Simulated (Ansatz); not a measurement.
# Se on Pt(100), bridge start, 2x2 cell: photoemission fingerprints, part 3 of 4

What would XPS and UPS show for Se on Pt(100), bridge start, 2x2 cell? Spin–orbit coupling is left out of the bands throughout.

Ansatz 0.2.0; DFT, PBE, plane-wave PAW, scalar-relativistic; PAW set soft_1.

So far, work function, upper face (eV): step 2 (the clean face) 5.67; step 3 (relaxing the atoms) 5.06.

### 4. Bands by layer (continued)

Sums over each group's atoms; a table of it gives point samples, which can step over narrow peaks. Table of DOS of the group by E, zero at the Fermi level; 7 of 10 lines; values in states/eV:

```
E (eV)  other layers: Pt 5d  layer 3: Pt 5d  layer 2: Pt 5d  layer 1: Pt 5d  other layers: Pt 6s  adsorbate: Se 4p  layer 2: Pt 6s
   -10                    0               0               0               0               2.5e-6                 0          2.3e-6
    -8               0.0478          0.0255          0.0383          0.0239                0.738           0.00905           0.606
    -6                 4.72            5.48            4.75            2.00                 1.94             0.271            1.03
    -4                 10.8            6.44            5.53            5.38                0.459             0.735           0.241
    -2                 13.8            5.09            4.69            6.01                0.590             0.552           0.113
     0                 14.9            7.95            7.17            5.53                0.833              1.23           0.266
     2                0.669           0.397           0.419           0.353                0.949             0.169           0.479
```

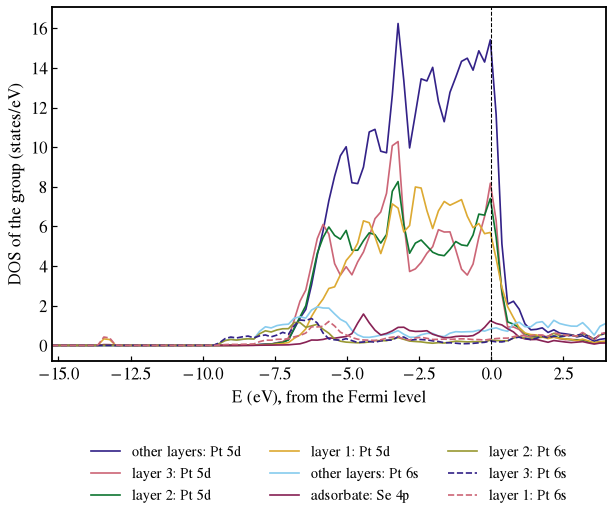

DOS of the group against E.

This run's widths, added to any smearing of the DOS itself: Gaussian 0.15 eV, Lorentzian 0.1 eV plus 0.08 an eV of depth. Intensity against binding energy, zero at the Fermi level; values in % of the maximum within 13 eV:

```
binding energy (eV)  21.2 eV  150 eV  1486.7 eV  5414.7 eV  5950 eV
                  0     56.5    54.5       54.6       55.1     55.1
                  2     86.0    89.0       85.8       85.7     85.7
                  4     83.7    84.9       79.8       79.0     79.0
                  6     39.7    42.0       43.7       45.8     46.1
                  8     3.29    5.12       3.99       4.93     5.11
                 10    0.950    2.53       1.18       1.30     1.32
                 12        -    8.38       1.30       1.31     1.35
                 14        -    21.6       2.47       2.45     2.54
```

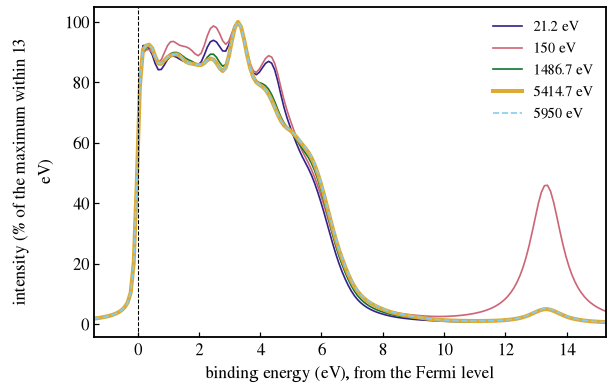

Intensity, plotted against binding energy.

Maxima picked by a test of local sharpness, so broad peaks and shoulders can be missing; peaks within 0.45 eV of a curve's cut are left out. Valence peaks, by row:

```
photon energy (eV)  binding energy (eV)  height (% of the maximum within 13 eV)  main shell  its share (%)
              21.2                  4.3                                   86.98       Pt 5d          74.59
              21.2                 3.25                                     100       Pt 5d          82.04
              21.2                 2.45                                   93.94       Pt 5d          83.05
              21.2                 1.15                                   88.77       Pt 5d          87.84
              21.2                  0.2                                   92.73       Pt 5d          79.06
               150                13.35                                   46.17       Se 4s          97.12
               150                  4.3                                   88.88       Pt 5d          76.47
               150                 3.25                                     100       Pt 5d          83.44
               150                  2.5                                   98.69       Pt 5d          85.57
               150                 1.15                                   93.63       Pt 5d          89.56
               150                 0.35                                   90.88       Pt 5d          84.84
              1487                13.35                                   5.012       Se 4s          83.56
              1487                  3.3                                     100       Pt 5d             97
              1487                  2.4                                   89.44       Pt 5d          97.08
              1487                 1.25                                   89.94       Pt 5d           97.9
              1487                  0.4                                   91.74       Pt 5d          97.39
              5415                13.35                                   4.952       Se 4s          83.96
              5415                  3.3                                     100       Pt 5d           97.2
              5415                  2.4                                   87.91       Pt 5d           97.3
              5415                 1.25                                   89.33       Pt 5d          97.83
              5415                  0.4                                   92.45       Pt 5d          97.69
              5950                13.35                                   5.151       Se 4s           84.4
              5950                  3.3                                     100       Pt 5d          97.03
              5950                  2.4                                   87.85       Pt 5d          97.14
              5950                 1.25                                   89.29       Pt 5d          97.68
              5950                  0.4                                   92.48       Pt 5d          97.56
```

The planar mean, electrostatic potential oscillates, so the rows of the table below give means over windows of 1.93 Å about each position, cut where the curve ends. Its maxima inside the range that stand out by 2 % of the span (Å: eV): 8.5: -2.28, 10.5: -2.46, 12.4: -2.82, 14.5: -2.45. Its minima: 7.4: -18.5, 9.5: -19.0, 11.4: -19.1, 13.5: -19.0, 15.4: -18.8.

From the Fermi level. The planar mean, electrostatic potential by z; means over each step:

```
z (Å)  planar mean, electrostatic potential (eV)
 0.96                                       5.58
 2.90                                       5.68
 4.83                                       5.58
 6.76                                      -5.75
 8.69                                      -11.0
10.62                                      -11.3
12.55                                      -11.4
14.48                                      -11.1
16.41                                      -4.37
18.34                                       3.99
20.27                                       5.05
22.20                                       5.06
24.13                                       5.16
```

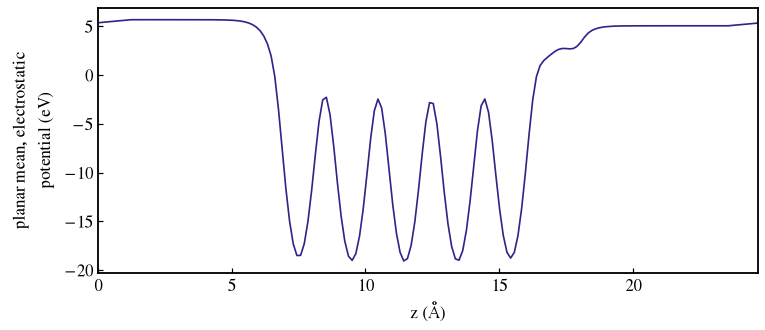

Planar mean, electrostatic potential, plotted against z.

The intensity has structure finer than the step of the table below, so its rows give means over 2 eV, whole bins alone (the curve runs from -15.3 to 1.43 eV). Peaks (eV: height): Se K-beta valence -3.6: 100.0; Se K-beta valence, E along x -4.0: 106; Se K-beta valence, E along y -1.0: 105; Se K-beta valence, E along z -4.0: 103; Se L3-N1 -13.4: 99.8.

Shapes are the site's partial DOS without matrix elements, which overweights lines from ligand s bands. Intensity against emission energy less the core level's binding energy, zero at the Fermi level; means over each step; values in % of the unpolarised maximum:

```
emission energy less the core level's binding energy (eV)  Se K-beta valence  Se K-beta valence, E along x  Se K-beta valence, E along y  Se K-beta valence, E along z  Se L3-N1  Pt L-beta5
                                                      -14               3.39                          2.98                          2.58                          4.59      70.8        8.64
                                                      -12               4.95                          4.72                          3.88                          6.24      46.4        12.9
                                                      -10               8.49                          8.69                          6.56                          10.2      10.9        21.1
                                                       -8               19.8                          20.9                          13.7                          24.7      7.10        38.0
                                                       -6               54.4                          59.2                          38.9                          65.1      9.52        66.4
                                                       -4               95.5                           102                          85.1                          99.6      7.26        92.8
                                                       -2               87.2                          78.3                           104                          78.3      3.33        96.7
                                                        0               53.9                          38.7                          83.2                          37.9      1.40        71.7
```

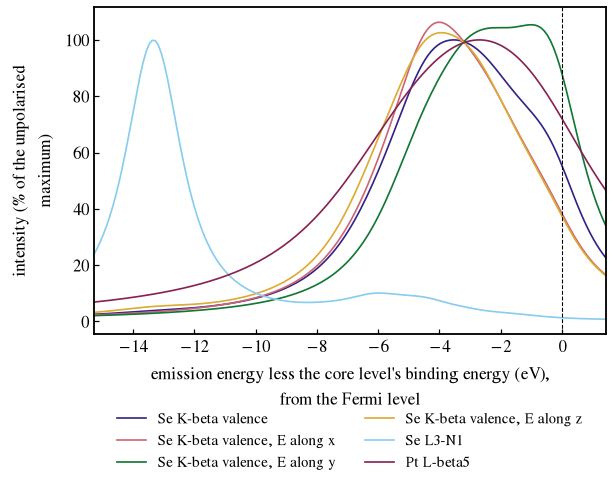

Intensity, plotted against emission energy less the core level's binding energy.

Sums over each group's atoms; left-over states aren't shared out by site. Site centres, by row:

```
       group  element  shell  occupied states  centre of occupied part (eV)  centre up to the window's top (eV)
   adsorbate       Se     4s            1.889                        -12.39                              -11.99
   adsorbate       Se     4p            4.152                        -3.158                              -2.022
     layer 1       Pt     6s            3.724                         -4.96                              -2.464
     layer 1       Pt     5d            35.62                         -2.82                              -2.466
     layer 2       Pt     6s            3.725                        -5.797                              -3.195
     layer 2       Pt     5d            35.55                        -3.197                              -2.804
     layer 3       Pt     6s            3.754                        -5.805                              -3.273
     layer 3       Pt     5d            35.48                        -3.261                               -2.86
other layers       Pt     6s            7.547                        -4.925                              -2.479
other layers       Pt     5d            71.28                        -2.767                              -2.429
```

Window up to 4.0 eV. Shell moments, by row:

```
element  shell  occupied states an atom  centre of occupied part (eV)  rms width of occupied part (eV)  centre up to the window's top (eV)  rms width up to the window's top (eV)
     Se     4s                    1.889                        -12.39                            2.664                              -11.99                                  3.555
     Se     4p                    4.152                        -3.158                            1.863                              -2.022                                  2.544
     Pt     6s                   0.9375                        -5.282                            2.459                              -2.768                                  4.112
     Pt    6p*                   0.1601                        -3.006                            1.826                              0.7758                                  2.998
     Pt     5d                    8.897                        -2.962                            1.827                              -2.598                                  2.085
```

Recipe: projected DOS times atomic cross section and asymmetry factor (linear light, 0° from the polarisation), occupied states only, Fermi edge at 20 K, a Lorentzian width of 0.1 eV growing by 0.08 eV per eV of binding energy, and a resolution of 0.15 eV. Each atom is damped by exp[−depth/(λ cos θ)], θ = 75° from the normal, λ from the universal curve. Curves are cut 10 eV under the photon energy, above any shell that the free atom's threshold puts out of reach, or at the lower edge of the window: 11.2 eV at 21.2 eV, 15.3 eV at 150 eV, 15.3 eV at 1486.7 eV, 15.3 eV at 5414.7 eV and 15.3 eV at 5950 eV. A star in tables and legends marks shells that hold the states left over by the projection (1.3 % of the filled ones), a stand-in for orbitals that the files don't project on. Matrix elements of the solid and inelastic losses aren't modelled, nor non-dipole terms, which matter above 3 keV.

How the area divides among the shells (%):

```
shell  21.2 eV  150 eV  1486.7 eV  5414.7 eV  5950 eV
Se 4s      0.0    14.8        1.6        1.6      1.7
Se 4p     17.2    11.6        2.0        0.8      0.8
Pt 6s      0.2     1.7        1.5        3.4      3.7
Pt 5d     82.4    71.8       94.8       94.1     93.7
```

Cross sections used, in Mb an electron:

```
shell  21.2 eV  150 eV  1486.7 eV  5414.7 eV  5950 eV
Se 4s        -   0.040     0.0011     8.1e-5   6.6e-5
Se 4p      2.0   0.021     6.9e-4     2.4e-5   1.9e-5
Pt 6s    0.067  0.0059     2.6e-4     2.9e-5   2.4e-5
Pt 5d      3.6   0.023     0.0022     1.1e-4   8.3e-5
```

Regions along c: top from 14.4 to 21.3 Å, middle from 10.3 to 14.4 Å, bottom from 3.5 to 10.3 Å.

The largest force component on a free atom is 0.052 eV/Å, a little over the usual target of 0.03 eV/Å. At the Fermi level the DOS is 40.05 states/eV a cell, and on the broadened curves Pt 5d holds 92 % of the total there.

### 5. A slab without images along the normal

Cutting the Coulomb interaction along the normal removes the images by another route.

The input, input.yaml:

```yaml
crystal:
  lattice:
    - [5.6144278426, 0.0, 0.0]
    - [0.0, 5.6144278426, 0.0]
    - [0.0, 0.0, 24.79]
  atoms:
    - { symbol: Se, position: [0.2500183008, 0.0, 0.6982404824] }
    - { symbol: Pt, position: [-0.0134754644, 0.0, 0.6245834998] }
    - { symbol: Pt, position: [0.5135118664, 0.0, 0.6245844934] }
    - { symbol: Pt, position: [-0.0008033222, 0.5, 0.6202269547] }
    - { symbol: Pt, position: [0.5008167928, 0.5, 0.620231731] }
    - { symbol: Pt, position: [0.2500031805, 0.2489109782, 0.5419528516] }
    - { symbol: Pt, position: [0.7499986743, 0.2473469207, 0.5427633584] }
    - { symbol: Pt, position: [0.2500031805, 0.7510890218, 0.5419528516] }
    - { symbol: Pt, position: [0.7499986743, 0.7526530793, 0.5427633584] }
    - { symbol: Pt, position: [0.0, 0.0, 0.462686567] }
    - { symbol: Pt, position: [0.5, 0.0, 0.462686567] }
    - { symbol: Pt, position: [0.0, 0.5, 0.462686567] }
    - { symbol: Pt, position: [0.5, 0.5, 0.462686567] }
    - { symbol: Pt, position: [0.25, 0.25, 0.382613957] }
    - { symbol: Pt, position: [0.75, 0.25, 0.382613957] }
    - { symbol: Pt, position: [0.25, 0.75, 0.382613957] }
    - { symbol: Pt, position: [0.75, 0.75, 0.382613957] }
    - { symbol: Pt, position: [0.0, 0.0, 0.302541347] }
    - { symbol: Pt, position: [0.5, 0.0, 0.302541347] }
    - { symbol: Pt, position: [0.0, 0.5, 0.302541347] }
    - { symbol: Pt, position: [0.5, 0.5, 0.302541347] }
  periodic: [true, true, false]
kpoints:
  mp_grid: { grid: [8, 8, 1] }
scf:
  occupations: { method: fermi_dirac, width: 0.05 }
  n_extra_bands: 22
hamiltonian:
  xc: pbe
  pseudopotentials: { kind: paw, azcp: { folder: soft_1 } }
output:
  forces: true
  write_potential: true
  volumetric_format: []
  dos:
    projected:
      site_lists:
        adsorbate: [0]
        layer_1: [1, 2, 3, 4]
        layer_2: [5, 6, 7, 8]
        layer_3: [9, 10, 11, 12]
        other_layers: [13, 14, 15, 16, 17, 18, 19, 20]
    de: 0.05
    e_range: [-30, 12]
    method: { smearing: { sigma: 0.15, scheme: gaussian } }
```

On the command line:

```sh
> ansatz run input.yaml --threads 8 --pin off --max-ram 40960MiB --backend cuda --events-out ev --progress --plain --runs-dir out
```

Numbers of over 12 decimals in the logs are rounded to 6 here.

What it wrote:

```text
Warning: crystal.periodic: the lattice vector that does not repeat stood 0.000° off the slab's normal, 24.790 Å along it as the deck builds it. The run solves the slab on a vector along the normal, 43.419 Å long, with every atom where it was (on the deck's vector they left 14.98 Å outside them, and the widest stretch free of ions among them is 1.99 Å). A fractional position that the run reports is one of the run's ce [...]
[...]
SCF 1 converged in 13 iterations: F = -255957.653604 eV  dr2 = 6.59e-8
[...]
SCF converged after 13 iterations
[...]
the weakly bound empty levels are not read free of the cell's end (no_gap_told)
```

Run time: 5.9 s. Hardware: 1 × NVIDIA GB200 with 8 threads of Arm Neoverse V2, shared host; peak memory 2 GiB.

Numbers from this step:

```yaml
fermi_energy: -5.369 eV
```

The DOS has structure finer than the step of the table below, so its rows give means over 1 eV, whole bins alone (the curve runs from -15.3 to 4.03 eV). Peaks (eV: height): total -13.4: 6.67, -3.3: 46.9, -0.1: 40.3; Pt 5d -3.3: 43.0, -0.1: 37.1; Pt 6s -6.7: 4.64, -6.1: 5.28, 2.2: 3.12, 3.9: 3.27; Se 4p -4.5: 1.66, -3.1: 0.945, 0.0: 1.27; Pt 6p* -3.3: 0.902, 2.7: 2.69, 3.2: 2.81, 3.8: 3.17.

* holds the states left over by the projection beside any projected weight of its own. The DOS by E, zero at the Fermi level; means over each step; values in states/eV/cell:

```
E (eV)    total   Pt 5d    Pt 6s    Se 4p   Pt 6p*    Se 4s
   -14    0.185  0.0125   0.0161  0.00152   5.2e-4    0.154
   -13     1.81   0.122    0.156   0.0147  0.00529     1.51
   -12        0       0        0        0        0        0
   -11        0       0        0        0        0        0
   -10  0.00920       0  0.00905   9.1e-6   5.6e-5   6.1e-5
    -9    0.929  0.0122    0.902  0.00116  0.00876  0.00472
    -8     2.01   0.135     1.82  0.00864   0.0316   0.0137
    -7     5.87    2.37     3.36   0.0446   0.0741   0.0246
    -6     20.9    15.8     4.51    0.280    0.183   0.0652
    -5     25.3    22.3     2.04    0.624    0.322   0.0453
    -4     30.2    27.6     1.18    0.896    0.517   0.0345
    -3     35.7    32.6     1.54    0.801    0.718   0.0172
    -2     32.1    29.7     1.23    0.568    0.598  0.00985
    -1     32.6    30.3     1.29    0.461    0.524  0.00506
     0     31.0    28.1     1.51    0.994    0.413  0.00353
     1     7.61    4.18     2.14    0.499    0.778  0.01000
     2     6.23    2.01     2.56    0.224     1.42   0.0149
     3     6.36    1.28     2.51    0.155     2.41   0.0159
```

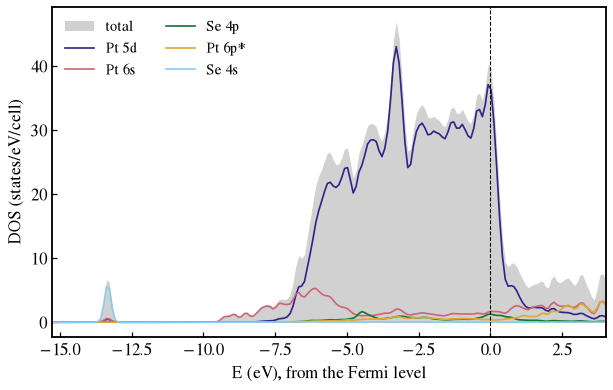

DOS, plotted against E.

The planar mean, electrostatic potential oscillates, so the rows of the table below give means over windows of 2.03 Å about each position, cut where the curve ends. Its maxima inside the range that stand out by 2 % of the span (Å: eV): 8.5: -2.28, 10.4: -2.64, 12.4: -2.60, 14.5: -2.49. Its minima: 7.5: -18.6, 9.6: -18.9, 11.4: -19.1, 13.5: -19.1, 15.5: -18.7.

From the Fermi level. Planar mean, electrostatic potential against z; means over each step:

```
z (Å)  planar mean, electrostatic potential (eV)
 1.01                                       5.68
 3.04                                       5.68
 5.08                                       5.46
 7.11                                      -8.77
 9.14                                      -11.2
11.17                                      -11.4
13.20                                      -11.4
15.23                                      -10.9
17.26                                       2.13
19.29                                       4.91
21.32                                       5.06
23.35                                       5.06
25.38                                       5.06
27.41                                       5.06
29.44                                       5.06
31.47                                       5.06
33.50                                       5.19
35.53                                       5.67
37.56                                       5.68
39.59                                       5.68
41.62                                       5.68
```

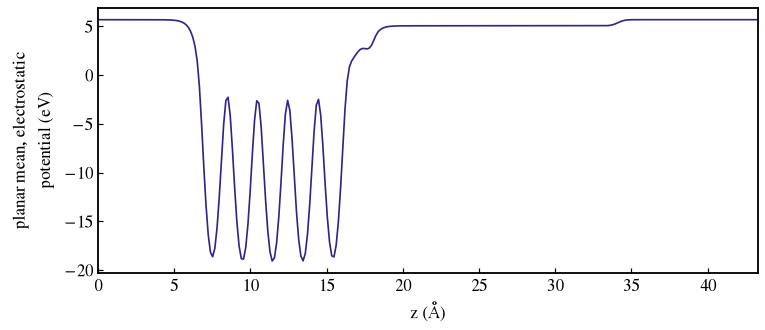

Planar mean, electrostatic potential, plotted against z.

The two runs compared:

```
                      quantity  this run  base run  difference
work function, upper face (eV)    5.0561     5.056      1.0e-4
```

The work function move by 0.00 eV at most against the base run, so this change doesn't matter for them.

(Continued in part 4 of 4.)

[Logs are printed without paths, hosts, clocks, repeated set-up lines and the standing remarks that a program may print on its own settings, such as how far it seeks lower states.]

[Hosts, paths, dates, database ids (printed as entryN), source tags and the programs' standing remarks are cut or masked in the printed files.]

[Maps of the electrostatic potential energy from Ansatz leave out the sawtooth potential of an applied field or a dipole correction, so their vacuum need not be flat; work functions include it.]
